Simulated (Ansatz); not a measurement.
C₃H₅N: several calculations on one system

## 1. Relaxation

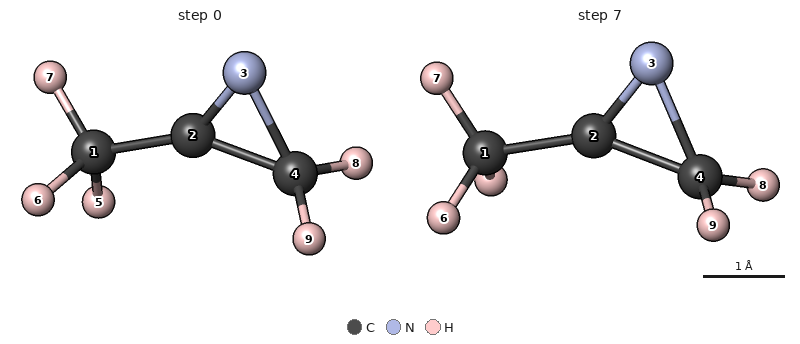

The structure of C3H5N before (left) and after (right) a relaxation, at one scale.

The picture is a ball-and-stick view, seen at a tilt.

The run prepares an end point of a later path (hydrogen shift) calculation, from a guessed geometry.

Computed with Ansatz, RKS PBE-D4/def2-SVP.

Input file:
```yaml
crystal:
  periodic: [false, false, false]
  atoms:
    - { symbol: C, position_ang: [-0.2898, 0.9028, -0.778] }
    - { symbol: C, position_ang: [0.3278, -0.0246, 0.0322] }
    - { symbol: "N", position_ang: [1.42, -0.3562, 0.4952] }
    - { symbol: C, position_ang: [0.1938, -1.1131, 0.863] }
    - { symbol: H, position_ang: [-1.224, 0.4937, -1.2609] }
    - { symbol: H, position_ang: [-0.6434, 1.8147, -0.1772] }
    - { symbol: H, position_ang: [0.3622, 1.3014, -1.5709] }
    - { symbol: H, position_ang: [0.1227, -2.1023, 0.4457] }
    - { symbol: H, position_ang: [-0.1808, -0.9627, 1.9337] }
basis:
  gaussian: { orbitals: def2-SVP }
hamiltonian:
  xc: pbe
  dispersion: d4
relax:
  f_tol: 0.02
  max_steps: 50
output:
  orbitals: {}
```

Launched with:
```bash
ansatz run input.yaml --threads 1 --pin off --max-ram 2048MiB --backend cpu --events-out ev --progress --plain --runs-dir out
```

### Describe what moved and what it gained.

The atom that moves furthest after the best rigid fit is H5 (0.32 Å). By element the largest moves are H 0.32 Å, N 0.26 Å, C 0.11 Å. Some distances before and after: C1–C2 1.378 → 1.476 Å, C2–C4 1.376 → 1.457 Å, N3–C4 1.487 → 1.546 Å, C1–H6 1.148 → 1.110 Å. Bond angles that change, for instance: H6–C1–H7 105.8° → 109.4°, C2–C1–H7 113.7° → 111.0°, C1–C2–C4 147.6° → 150.1°. Groups turn about C1–C2 by about 30°. Over 7 geometry steps the energy falls by 49.6 kJ/mol. The largest force component goes from 3.6 to 0.016 eV/Å.

## 2. Relaxation

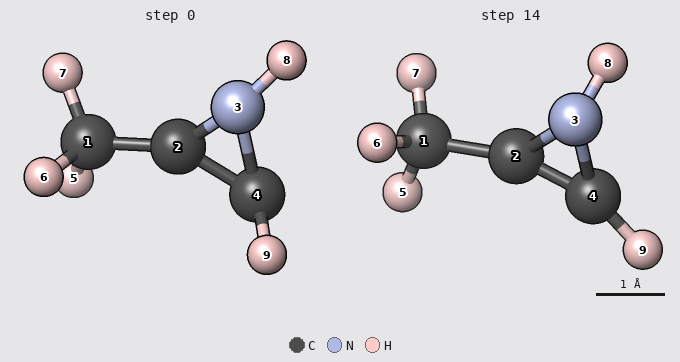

The structure of C3H5N before (left) and after (right) a relaxation, at one scale.

The picture is a ball-and-stick view, seen at a tilt.

The run prepares an end point of a later path (hydrogen shift) calculation, from a guessed geometry.

Level of theory: Ansatz, RKS PBE-D4/def2-SVP.

Input
```yaml
crystal:
  periodic: [false, false, false]
  atoms:
    - { symbol: C, position_ang: [-0.2898, 0.9028, -0.778] }
    - { symbol: C, position_ang: [0.3278, -0.0246, 0.0322] }
    - { symbol: "N", position_ang: [1.42, -0.3562, 0.4952] }
    - { symbol: C, position_ang: [0.1938, -1.1131, 0.863] }
    - { symbol: H, position_ang: [-1.224, 0.4937, -1.2609] }
    - { symbol: H, position_ang: [-0.6434, 1.8147, -0.1772] }
    - { symbol: H, position_ang: [0.3622, 1.3014, -1.5709] }
    - { symbol: H, position_ang: [2.38826, -0.72538, 0.58343] }
    - { symbol: H, position_ang: [-0.1808, -0.9627, 1.9337] }
basis:
  gaussian: { orbitals: def2-SVP }
hamiltonian:
  xc: pbe
  dispersion: d4
relax:
  f_tol: 0.02
  max_steps: 50
```

Command:
```bash
ansatz run input.yaml --threads 1 --pin off --max-ram 2048MiB --backend cpu --events-out ev --progress --plain --runs-dir out
```

Q: Summarise the run.

A: Over 13 accepted moves (14 points after the start) the energy falls by 45.4 kcal/mol. Largest force component: 8.8 eV/Å at the start, 0.016 eV/Å at the end. The line search rejected the trial step at point 11 of the run. The largest move after the best rigid fit is that of H9, 0.80 Å. Largest moves by element: H 0.80 Å, N 0.59 Å, C 0.26 Å. Near-neighbour distances that change, for instance: C2–N3 1.232 → 1.516 Å, C1–C2 1.378 → 1.466 Å, C2–C4 1.376 → 1.294 Å, C4–H9 1.144 → 1.092 Å. Among the angles between lasting bonds that change: C2–N3–H8 162.4° → 106.5°, C2–C4–H9 119.5° → 156.5°, N3–C4–H9 115.7° → 137.9°. Groups turn about C1–C2 by about 35°. Cost: 33 s on 1 thread of Intel(R) Xeon(R) Processor @ 2.70GHz, on a shared host, peak memory 0.15 GiB.

## 3. Path

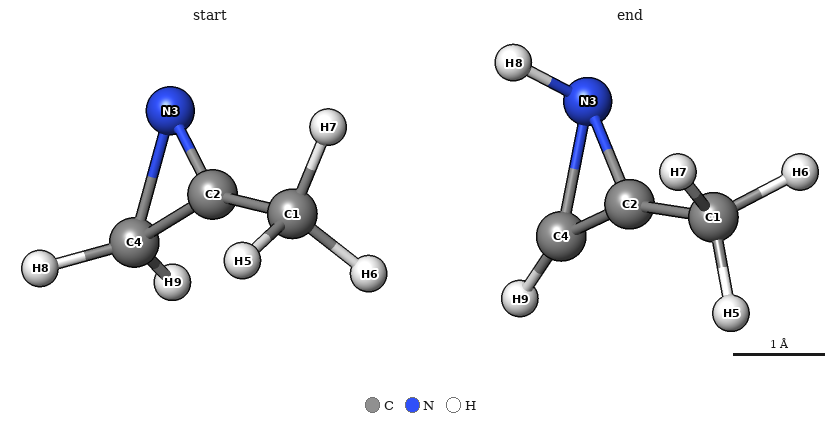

The two relaxed end points of a path for C3H5N. The picture is a ball-and-stick view, seen from a free direction.

Computed with Ansatz, RKS PBE-D4/def2-SVP.

Run with 7 movable images; climbing image; force threshold 0.05 eV/Å; iteration limit 60.

Start:
```xyz
9

C    -0.3272    0.9888   -0.8308
C     0.3093   -0.0489    0.0039
N     1.4500   -0.5211    0.2938
C     0.2016   -1.1396    0.9644
H    -1.0510    0.5245   -1.5320
H    -0.9066    1.6887   -0.1937
H     0.4305    1.5560   -1.4060
H    -0.0837   -2.1583    0.6395
H     0.0656   -0.9364    2.0437
```

End:
```xyz
9

C    -0.3830    0.9306   -0.8192
C    -0.0328   -0.1034    0.1586
N     1.2528   -0.6550    0.7430
C    -0.1958   -0.9514    1.1226
H    -1.4681    1.1505   -0.8113
H     0.1810    1.8613   -0.5914
H    -0.0884    0.6264   -1.8469
H     1.5572   -1.4300    0.1118
H    -0.7344   -1.4753    1.9155
```

What barrier does the band find between them, and by what path?

Answer. The energy climbs by 59.8 kcal/mol to image 5 and then falls by 24.1 kcal/mol, so the end point sits at +35.7 kcal/mol. A hydrogen atom shifts from one atom to another. Breaking: C4–H8 (1.11 → 1.42 at the top → 2.08 Å). Forming: N3–H8 (2.27 → 1.21 at the top → 1.04 Å). The band converged in 30 iterations. The largest component of the band force went from 8.5 to 0.032 eV/Å. The climbing image converged on the top of the path. Its vibrational analysis gives one imaginary mode (1099i cm⁻¹), as a transition state must have.

Energies of the converged images:

| image | path (Å) | E (kcal/mol) |
| --- | --- | --- |
| 0 | 0.00 | 0.0 |
| 1 | 0.38 | 0.6 |
| 2 | 0.76 | 5.9 |
| 3 | 1.14 | 24.0 |
| 4 | 1.53 | 45.3 |
| 5 | 1.91 | 59.8 |
| 6 | 2.88 | 41.9 |
| 7 | 3.84 | 37.0 |
| 8 | 4.81 | 35.7 |

The geometry at the top of the path:

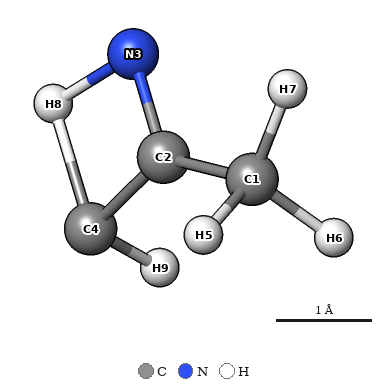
